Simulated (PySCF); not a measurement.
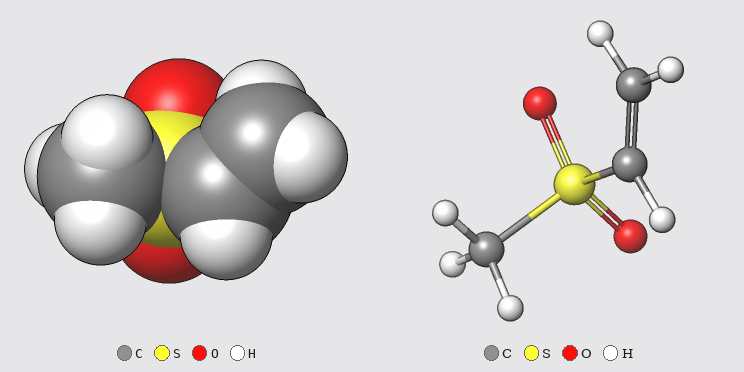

Both panels show the same species.

Count the atoms of each element.

Answer. C₃H₆O₂S, 12 atoms: 3 carbon, 6 hydrogen, 2 oxygen and 1 sulfur.

How many bonds of each kind are drawn?

Answer. 6 C–H, 2 C–S, 2 O–S, 1 C–C.

More results for the same structure follow; atom numbers are the same in all pictures, views and colours differ. The geometry was computed by an optimisation with PBE0-D3(BJ)/def2-SVP. No frequency run is at hand to confirm it as a minimum.

### Symmetry

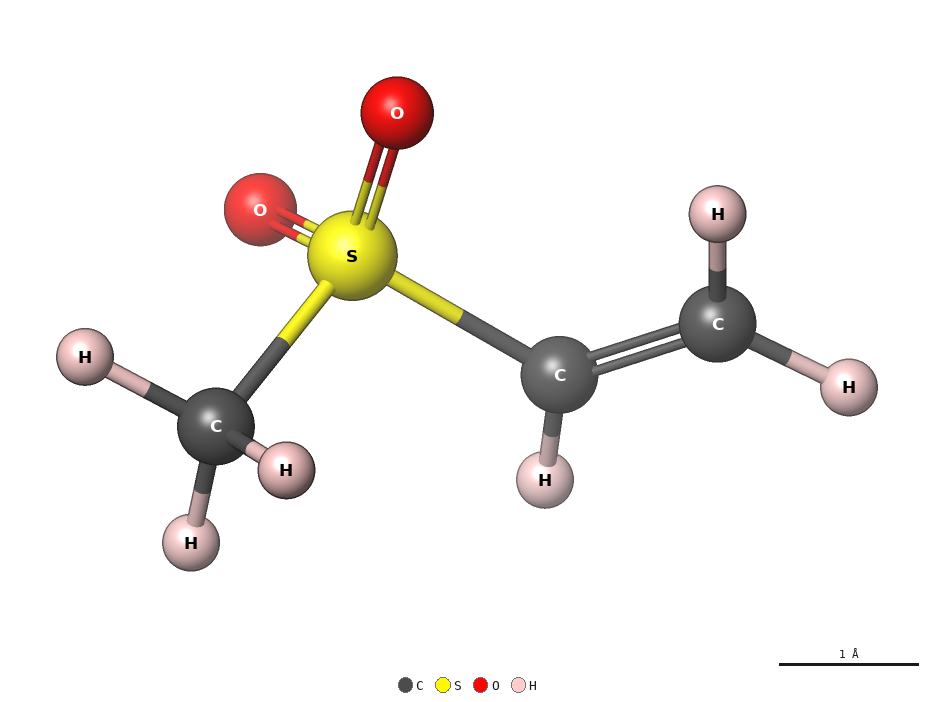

Distant atoms are faded towards the background colour. No frequency run is at hand to confirm it as a minimum. Masses are those of the most abundant isotopes; constants are for the rigid equilibrium geometry.

What kind of rotor is it, and what are its rotational constants in cm⁻¹?

Answer. An asymmetric top (C1): A = 0.148, B = 0.0829, C = 0.0825 cm⁻¹. Ray's parameter κ is −0.99, close to the prolate limit.

### NMR shielding

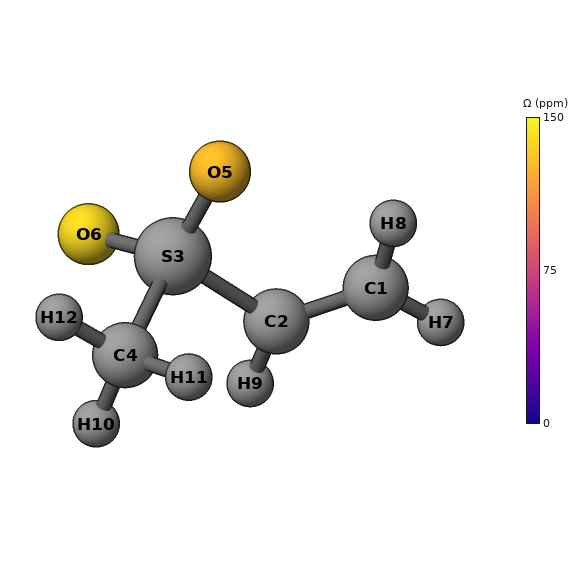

The O atoms are coloured by the span of their shielding tensor. No frequency run is at hand to confirm it as a minimum. Properties computed with GIAO PBE0/pcSseg-1 NMR shielding, non-relativistic, gas phase (PySCF 2.14.0). Principal shieldings σ11 ≤ σ22 ≤ σ33, span Ω = σ33 − σ11, skew κ = 3(σiso − σ22)/Ω.

Give the shielding tensors of the O atoms.

| atom | σ11 | σ22 | σ33 | σiso | Ω | κ |
| --- | --- | --- | --- | --- | --- | --- |
| O5 | 79.6 | 115.1 | 208.8 | 134.5 | 129.2 | 0.45 |
| O6 | 57.8 | 87.9 | 196.7 | 114.1 | 138.9 | 0.57 |

Shieldings and span in ppm.

### Electronic properties

No frequency run is at hand to confirm it as a minimum. Method: PBE0/pcSseg-1, gas phase (PySCF 2.14.0).

What is the HOMO energy (Kohn–Sham orbital)?

Answer. −8.35 eV.

Estimate the LUMO energy (Kohn–Sham orbital).

Answer. −1.22 eV.

Give the dipole moment at this level.

Answer. 4.58 D.

### Quadrupole coupling

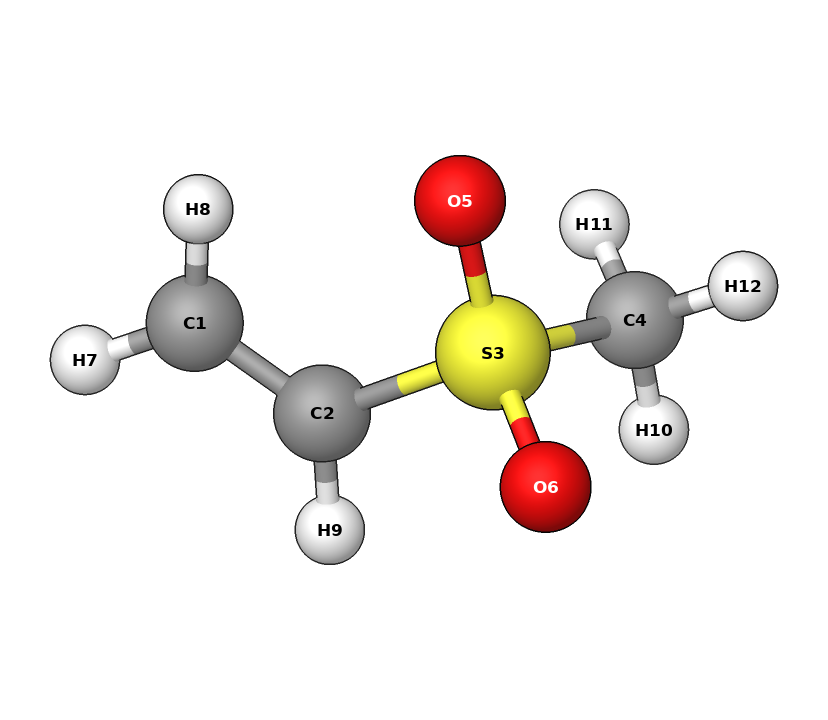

No frequency run is at hand to confirm it as a minimum. Electric field gradients from the ground-state density, PBE0/pcSseg-1 (PySCF 2.14.0), non-relativistic apart from any core potentials.

Give the largest field-gradient component, the quadrupole coupling constant and the asymmetry for 33S at S3 (Q = −67.81 mb), 17O at O5 (Q = −25.6 mb), 17O at O6 (Q = −25.6 mb).

| atom | V_zz (a.u.) | e²qQ/h (MHz) | η |
| --- | --- | --- | --- |
| S3 | −0.129 | 2.05 | 0.98 |
| O5 | 1.474 | −8.87 | 0.13 |
| O6 | 1.476 | −8.88 | 0.14 |

### Charges

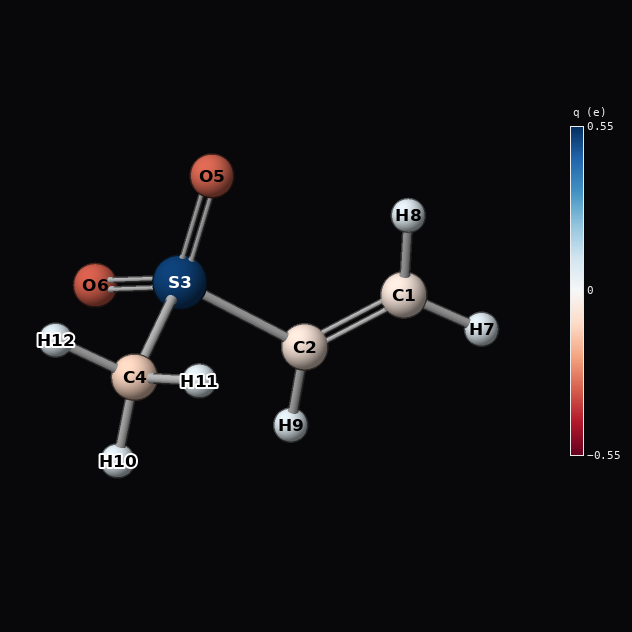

Atoms are coloured by their Hirshfeld charges. No frequency run is at hand to confirm it as a minimum. Method: PBE0/pcSseg-1, gas phase (PySCF 2.14.0).

Which atom carries the highest charge (most positive or least negative)?

Answer. S3 (0.51 e).

And the lowest?

Answer. O6 (−0.33 e).

List the Hirshfeld charges.

| atom | value (e) |
| --- | --- |
| C1 | −0.06 |
| C2 | −0.07 |
| S3 | 0.51 |
| C4 | −0.12 |
| O5 | −0.32 |
| O6 | −0.33 |
| H7 | 0.07 |
| H8 | 0.06 |
| H9 | 0.06 |
| H10 | 0.06 |
| H11 | 0.06 |
| H12 | 0.07 |
